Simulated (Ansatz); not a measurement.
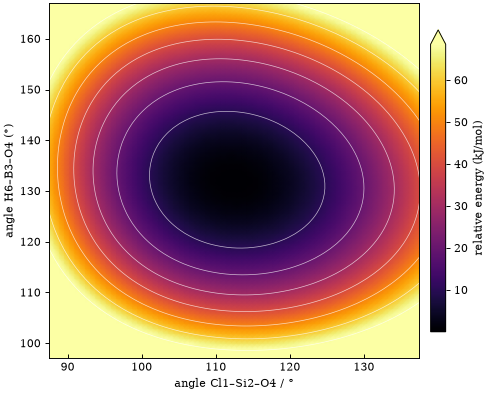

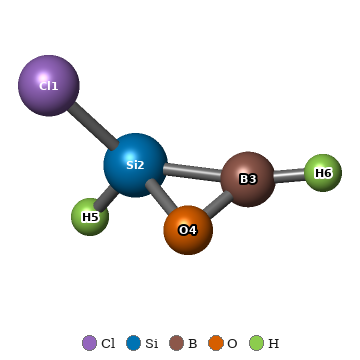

Energy landscape of BClH₂OSi, SMILES Cl[SiH]1BO1. 
- The first coordinate is: angle Cl1–Si2–O4; the second: angle H6–B3–O4.
- Nothing is relaxed (all other coordinates rigid).
- The scan uses a 13 × 13 grid.
- Points are written as (first, second).
- Energies: kJ/mol, counted from the lowest grid point.
- All numbers below come from RKS wB97X-V/def2-SVP in Ansatz 0.2.0.

In the figure: a smooth colour map with a few white contour lines, one colour for all values above the top of the scale. Between grid points the surface is interpolated. The second picture is the structure at the lowest point.

Describe this landscape.

The lowest grid point is at (112.5°, 132.0°). No other kind of well shows on this grid. The highest grid point, (87.5°, 97.0°), lies 142 kJ/mol above the lowest. Round the minimum the two coordinates are weakly coupled (coupling 0.08 in units of the two stiffnesses).

Each point was launched as `ansatz run input.yaml --threads 1 --pin off --max-ram 2560MiB --backend cpu --events-out ev --progress --plain --runs-dir out`. The whole map (169 points run) took 46 min on 1 thread of Arm Neoverse N1, with other jobs on the host.
